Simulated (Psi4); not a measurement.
# SiH3SO (SMILES O[SiH2][S]) at UTeter93/aug-cc-pV(T+d)Z (density fitting)

What is the energy change on altering one bond length of SiH3SO at UTeter93/aug-cc-pV(T+d)Z (density fitting)? 

Program for the calculation: Psi4 1.11.

### 1 The molecule

SiH3SO: 6 atoms, total charge 0, spin state doublet. As SMILES, `O[SiH2][S]`. The shape is that of a PBE0-D4/def2-TZVP optimisation. This is one conformer, not always the lowest.

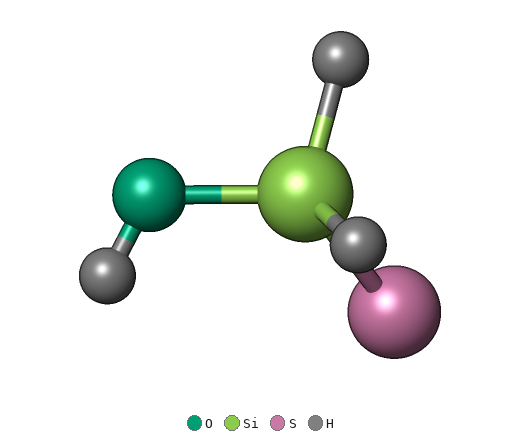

Viewed from a chosen angle; oxygen teal, silicon green, sulfur pink, hydrogen grey.

### 2 The energy at UTeter93/aug-cc-pV(T+d)Z (density fitting)

Input file calc.inp:

```
memory 1600 mb

molecule {
  0 2
  O
  Si 1 1.63926
  S 2 2.114186 1 115.66329
  H 1 0.958732 2 117.80903 3 48.662
  H 2 1.490797 1 112.46867 4 -67.44683
  H 2 1.479218 5 111.73065 1 117.66906
  units angstrom
}

set {
  reference uks
  scf_type disk_df
}

result = energy("teter93/aug-cc-pV(T+d)Z")
print_variables()
```

On the command line:

```sh
$ psi4 -n 1 calc.inp calc.out
```

calc.out:

```text
[...]
  Running in c1 symmetry.
[...]
  Nuclear repulsion =  143.416106946979653
[...]
  Multiplicity = 2
[...]
  Nalpha       = 21
  Nbeta        = 20
[...]
    Number of basis functions: 225
[...]
   @DF-UKS iter   1:  -761.40771963331633   -7.55134e-02   4.03931e-03 DIIS/ADIIS
[...]
   @DF-UKS iter  11:  -761.72629708448130   -3.20344e-08   3.35731e-07 DIIS
[...]
   @S^2 Observed:                7.521705801E-01
[...]
    Orbital Energies [Eh]
    ---------------------
    Alpha Occupied:
       1A    -87.766100     2A    -65.172113     3A    -18.631658
       4A     -7.666260     5A     -5.728439     6A     -5.718398
       7A     -5.713589     8A     -5.058635     9A     -3.500466
      10A     -3.499593    11A     -3.498618    12A     -0.933365
      13A     -0.658769    14A     -0.528734    15A     -0.431703
      16A     -0.364611    17A     -0.353673    18A     -0.315538
      19A     -0.289686    20A     -0.266710    21A     -0.248637
    Alpha Virtual:
      22A     -0.044065    23A     -0.020542    24A     -0.013107
      25A     -0.000019    26A      0.013631    27A      0.021333
[...]
  @DF-UKS Final Energy:  -761.72629708448130
   => Energetics <=
    Nuclear Repulsion Energy =            143.4161069469796530
    One-Electron Energy =               -1341.8602904141030194
    Two-Electron Energy =                 489.8569740149573590
    DFT Exchange-Correlation Energy =     -53.1390876323153023
    Empirical Dispersion Energy =           0.0000000000000000
    VV10 Nonlocal Energy =                  0.0000000000000000
    Total Energy =                       -761.7262970844813026
[...]
 Multipole Moments:
 ------------------------------------------------------------------------------------
     Multipole            Electronic (a.u.)      Nuclear  (a.u.)        Total (a.u.)
 ------------------------------------------------------------------------------------
 L = 1.  Multiply by 2.5417464519 to convert [e a0] to [Debye]
 Dipole X            :          0.2444612           -0.5988919           -0.3544307
 Dipole Y            :         -2.7366662            2.8892403            0.1525740
 Dipole Z            :          0.8803865           -1.1183678           -0.2379813
 Magnitude           :                                                    0.4533598
[...]
```

Run time: 15 s. Hardware: 1 thread of Intel Xeon 6975P-C (Granite Rapids), shared host; peak memory 0.67 GiB.

### 3 The distorted shape

Input file run.py:

```python
import psi4

psi4.set_memory('1600 MB')
psi4.set_num_threads(1)
psi4.core.set_output_file('output.dat', False)

geom = psi4.geometry("""
0 2
O     -0.181352    -1.113019     0.641922
Si     0.592148     0.328381     0.747922
S     -0.538452     2.018881     0.170222
H     -0.970300    -1.452500    -0.743200
H      1.758848     0.418181    -0.175778
H      1.005448     0.434981     2.164222
""")

options = {'reference': 'uks', 'scf_type': 'disk_df'}
psi4.set_options(options)

e_tot, wfn = psi4.energy("teter93/aug-cc-pV(T+d)Z", return_wfn=True)
print(f'teter93/aug-cc-pV(T+d)Z energy: {e_tot:.10f} Eh')
```

On the command line:

```sh
$ python run.py
```

output.dat:

```text
[...]
  Running in c1 symmetry.
[...]
  Nuclear repulsion =  140.724121634242664
[...]
  Multiplicity = 2
[...]
  Nalpha       = 21
  Nbeta        = 20
[...]
    Number of basis functions: 225
[...]
   @DF-UKS iter   1:  -761.16369631609962   -2.02843e-02   4.31489e-03 DIIS/ADIIS
[...]
   @DF-UKS iter  14:  -761.60881194140450   -7.87371e-08   4.60768e-07 DIIS
[...]
   @S^2 Observed:                7.532044868E-01
[...]
    Orbital Energies [Eh]
    ---------------------
    Alpha Occupied:
       1A    -87.765272     2A    -65.166010     3A    -18.642255
       4A     -7.665462     5A     -5.727539     6A     -5.717442
       7A     -5.713072     8A     -5.052777     9A     -3.494554
      10A     -3.493634    11A     -3.492891    12A     -0.866939
      13A     -0.655887    14A     -0.474833    15A     -0.390029
      16A     -0.352201    17A     -0.340352    18A     -0.304599
      19A     -0.275975    20A     -0.263806    21A     -0.246338
    Alpha Virtual:
      22A     -0.176465    23A     -0.022330    24A     -0.016190
      25A     -0.011073    26A      0.015811    27A      0.018506
[...]
  @DF-UKS Final Energy:  -761.60881194140450
   => Energetics <=
    Nuclear Repulsion Energy =            140.7241216342426640
    One-Electron Energy =               -1336.8495546547501363
    Two-Electron Energy =                 487.4774126051246412
    DFT Exchange-Correlation Energy =     -52.9607915260216870
    Empirical Dispersion Energy =           0.0000000000000000
    VV10 Nonlocal Energy =                  0.0000000000000000
    Total Energy =                       -761.6088119414044968
[...]
 Multipole Moments:
 ------------------------------------------------------------------------------------
     Multipole            Electronic (a.u.)      Nuclear  (a.u.)        Total (a.u.)
 ------------------------------------------------------------------------------------
 L = 1.  Multiply by 2.5417464519 to convert [e a0] to [Debye]
 Dipole X            :         -1.7298007            1.7428418            0.0130411
 Dipole Y            :          2.1739419           -2.5144090           -0.3404671
 Dipole Z            :         -0.2904802           -0.1835905           -0.4740707
 Magnitude           :                                                    0.5838073
[...]
```

The script printed:

```text
teter93/aug-cc-pV(T+d)Z energy: -761.6088119414 Eh
```

Run time: 18 s. Hardware: 1 thread of Intel Xeon 6975P-C (Granite Rapids), shared host; peak memory 0.67 GiB.

### 4 What came out

At UTeter93/aug-cc-pV(T+d)Z (density fitting):

```
                                                         quantity          value
                                        first shape: total energy  -761.72630 Eh
                                       first shape: dipole moment         1.15 D
                  first shape: HOMO energy (highest over α and β)       -6.42 eV
                   first shape: LUMO energy (lowest over α and β)       -6.15 eV
                                                first shape: ⟨S²⟩          0.752
                                    distorted shape: total energy  -761.60881 Eh
                                   distorted shape: dipole moment         1.48 D
              distorted shape: HOMO energy (highest over α and β)       -6.37 eV
               distorted shape: LUMO energy (lowest over α and β)       -6.11 eV
                                            distorted shape: ⟨S²⟩          0.753
energy change with the O1–H4 bond stretched from 0.959 to 1.630 Å       3.197 eV
```

In words: With the O1–H4 bond stretched from 0.959 to 1.630 Å the energy rises by 3.20 eV (308 kJ/mol). The first shape isn't relaxed at this level, so the change isn't measured from a minimum.
